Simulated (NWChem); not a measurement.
# Ge2SiH8 (SMILES [GeH3][SiH2][GeH3]): levels of theory compared

Aim: a comparison of 5 runs (HF/STO-3G, HF/3-21G, M06-2X/cc-pVDZ, B3LYP/6-31G*) of Ge2SiH8. 

The results are computed with NWChem 7.3.0.

1 further run of the same task is left out (set aside as unsound or not needed).

## Step 1: The system as given

The species is Ge2SiH8 (11 atoms), meant as a singlet with charge 0. SMILES: `[GeH3][SiH2][GeH3]`. The coordinates come from a PBE0-D4/def2-TZVP relaxation.

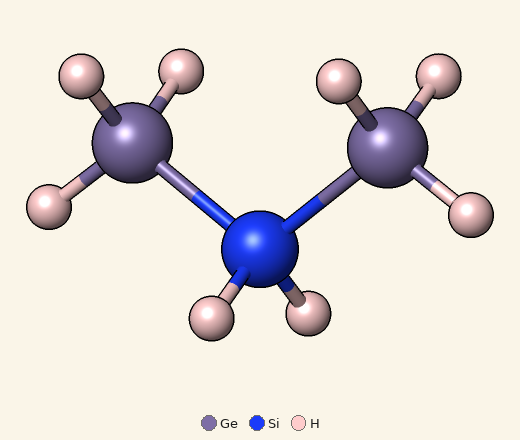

The structure, seen from a chosen angle (germanium purple, silicon blue, hydrogen pink).

## Step 2: Energy and forces at HF/STO-3G (run 1)

ge2h8si.nw

```
start ge2h8si
title "Ge2H8Si gradient"
memory 2200 mb
charge 0

geometry units angstroms noautosym nocenter noautoz
   Ge    -1.314800     1.329100    -0.648100
   Si    -0.420300    -0.850100    -0.318100
   Ge     1.631200    -0.735900     0.880400
   H     -2.643400     1.277800    -1.421300
   H     -0.321200     2.193400    -1.442700
   H     -1.566300     2.008100     0.708900
   H     -0.189900    -1.498600    -1.638400
   H     -1.395700    -1.678400     0.443000
   H      1.405900    -0.077200     2.251900
   H      2.652000     0.110600     0.101200
   H      2.227800    -2.135700     1.103800
end

basis spherical bse
   Ge library STO-3G
   Si library STO-3G
   H library STO-3G
end

scf
   thresh 1e-08
   maxiter 80
end

task scf gradient
```

Command:

```sh
nwchem ge2h8si.nw > ge2h8si.out
```

The program printed:

```text
[...]
  functions       =    53
[...]
  wavefunction    = RHF
[...]
         Total SCF energy =  -4393.819107102264
      One-electron energy =  -7116.200707853452
      Two-electron energy =   2247.017434960817
 Nuclear repulsion energy =    475.364165790371
        Time for solution =      3.7s
[...]
                         RHF ENERGY GRADIENTS
    atom               coordinates                        gradient
                 x          y          z           x          y          z
   1 Ge     -2.484612   2.511635  -1.224731    0.008649  -0.019532   0.003307
   2 Si     -0.794252  -1.606456  -0.601122    0.004764   0.009469   0.003587
   3 Ge      3.082521  -1.390649   1.663715   -0.018670  -0.000425  -0.010845
   4 H      -4.995302   2.414692  -2.685868   -0.035421  -0.002012  -0.020667
   5 H      -0.606980   4.144925  -2.726308    0.027077   0.022434  -0.021212
   6 H      -2.959878   3.794759   1.339627   -0.006393   0.017456   0.036627
   7 H      -0.358859  -2.831943  -3.096127    0.006133  -0.013083  -0.029502
   8 H      -2.637491  -3.171716   0.837149   -0.021398  -0.017186   0.018035
   9 H       2.656766  -0.145887   4.255474   -0.006825   0.017712   0.036416
  10 H       5.011553   0.209004   0.191240    0.026672   0.022763  -0.021390
  11 H       4.209932  -4.035888   2.085880    0.015413  -0.037597   0.005645
[...]
```

Wall time 5.4 s (1 thread of Intel Xeon 6975P-C (Granite Rapids), shared host); peak memory 0.1 GiB.

## Step 3: Energy and gradient at HF/3-21G (run 2)

input.nw

```
start input
title "Ge2H8Si"
memory total 2200 mb
charge 0

geometry units angstrom noautosym nocenter noautoz
 Ge    -1.314800     1.329100    -0.648100
 Si    -0.420300    -0.850100    -0.318100
 Ge     1.631200    -0.735900     0.880400
 H     -2.643400     1.277800    -1.421300
 H     -0.321200     2.193400    -1.442700
 H     -1.566300     2.008100     0.708900
 H     -0.189900    -1.498600    -1.638400
 H     -1.395700    -1.678400     0.443000
 H      1.405900    -0.077200     2.251900
 H      2.652000     0.110600     0.101200
 H      2.227800    -2.135700     1.103800
end

basis spherical bse
 Ge library 3-21G
 Si library 3-21G
 H library 3-21G
end

scf
 thresh 1e-08
 maxiter 80
end

task scf gradient
```

Command:

```sh
nwchem input.nw > input.out
```

The program printed:

```text
[...]
  functions       =    73
[...]
  wavefunction    = RHF
[...]
         Total SCF energy =  -4422.672539012557
      One-electron energy =  -7121.477326534805
      Two-electron energy =   2223.440621731878
 Nuclear repulsion energy =    475.364165790371
        Time for solution =      4.0s
[...]
                         RHF ENERGY GRADIENTS
    atom               coordinates                        gradient
                 x          y          z           x          y          z
   1 Ge     -2.484612   2.511635  -1.224731    0.006514  -0.009892   0.002905
   2 Si     -0.794252  -1.606456  -0.601122    0.003945   0.007840   0.002972
   3 Ge      3.082521  -1.390649   1.663715   -0.010468   0.001974  -0.005883
   4 H      -4.995302   2.414692  -2.685868   -0.000135   0.000679  -0.000017
   5 H      -0.606980   4.144925  -2.726308   -0.000968   0.000570  -0.000234
   6 H      -2.959878   3.794759   1.339627   -0.000731   0.000608  -0.000640
   7 H      -0.358859  -2.831943  -3.096127   -0.000349  -0.000429   0.000091
   8 H      -2.637491  -3.171716   0.837149   -0.000057  -0.000383  -0.000403
   9 H       2.656766  -0.145887   4.255474    0.000965  -0.000577   0.000228
  10 H       5.011553   0.209004   0.191240    0.000729  -0.000609   0.000642
  11 H       4.209932  -4.035888   2.085880    0.000556   0.000220   0.000340
[...]
```

Wall time 6 s (1 thread of Intel Xeon 6975P-C (Granite Rapids), shared host); peak memory 0.1 GiB.

Runs 3 to 4 aren't shown in full; the table further down has their settings and results.

## Step 4: Energy and gradient at B3LYP/6-31G(d) (Cartesian functions) (run 5)

ge2h8si.nw

```
start ge2h8si
title "Ge2H8Si"
memory stack 880 mb heap 220 mb global 1100 mb

geometry units bohr noautosym nocenter noautoz
Ge -2.48461191  2.51163499 -1.22473150
Si -0.79425189 -1.60645618 -0.60112188
Ge  3.08252125 -1.39064946  1.66371488
H  -4.99530204  2.41469204 -2.68586774
H  -0.60698003  4.14492528 -2.72630788
H  -2.95987803  3.79475903  1.33962685
H  -0.35885899 -2.83194357 -3.09612728
H  -2.63749075 -3.17171633  0.83714867
H   2.65676596 -0.14588686  4.25547426
H   5.01155368  0.20900371  0.19124028
H   4.20993186 -4.03588808  2.08587970
end

basis
* library 6-31G*
end

dft
xc b3lyp
grid fine
convergence energy 1e-08
iterations 100
mulliken
noprint "final vectors analysis"
end

task dft gradient
```

Command:

```sh
nwchem ge2h8si.nw > ge2h8si.out
```

The program printed:

```text
[...]
          Wavefunction type:  closed shell.
          No. of atoms     :    11
          No. of electrons :    86
[...]
          Charge           :     0
          Spin multiplicity:     1
[...]
          AO basis - number of functions:   105
[...]
              XC Information
              --------------
                         B3LYP Method XC Potential
                     Hartree-Fock (Exact) Exchange  0.200
                        Slater Exchange Functional  0.800 local
                    Becke 1988 Exchange Functional  0.720 non-local
              Lee-Yang-Parr Correlation Functional  0.810
                  VWN I RPA Correlation Functional  0.190 local
[...]
 d= 0,ls=0.0,diis     1  -4447.7928136635 -4.92D+03  8.07D-03  1.82D+00     4.3
[...]
 d= 0,ls=0.0,diis     8  -4447.8343183488 -2.94D-10  1.40D-06  3.62D-08    25.7
         Total DFT energy =    -4447.834318348806
      One electron energy =    -7142.633281351848
           Coulomb energy =     2401.393409480121
    Exchange-Corr. energy =     -181.958578194234
 Nuclear repulsion energy =      475.364131717155
[...]
  wavefunction    = closed shell
[...]
```

Run time: 35 s. Hardware: 1 thread of Intel Xeon 6975P-C (Granite Rapids), shared host; peak memory 0.14 GiB.

## Step 5: All runs side by side

```tsv
run	level	iteration cap	module	energy (Eh)	dipole moment (D)	HOMO energy (eV)	LUMO energy (eV)	wall time
1	HF/STO-3G	80	scf	-4393.819107	0.30	-8.15	9.98	5.4 s
2	HF/3-21G	80	scf	-4422.672539	0.04	-10.27	3.24	6 s
3	M06-2X/cc-pVDZ	100	dft	-4448.194150	–	–	–	2.6 min
4	B3LYP/6-31G* (spherical functions)	100	dft	-4447.822647	0.17	-7.62	-0.01	35 s
5	B3LYP/6-31G* (Cartesian functions)	100	dft	-4447.834318	0.18	–	–	35 s
```

## Step 6: Outcome

| quantity | value |
| --- | --- |
| run 5: total energy | -4447.83432 Eh |
| run 5: dipole moment | 0.18 D |
| run 5: largest force on an atom | 0.145 eV/Å |

What this shows: Over runs 1, 2, 4, 5 the dipole moment (its size) runs from 0.04 D (HF/3-21G) to 0.30 D (HF/STO-3G). The two dipoles point in opposite directions. Over runs 1, 2, 4 the HOMO–LUMO gap runs from 7.61 eV (B3LYP/6-31G*) to 18.13 eV (HF/STO-3G). The two ends differ in method and basis. Totals of different functionals can't be ranked against each other. In run 1 the basis is minimal, so the values are rough. All runs together took 4 min, the longest 2.6 min.
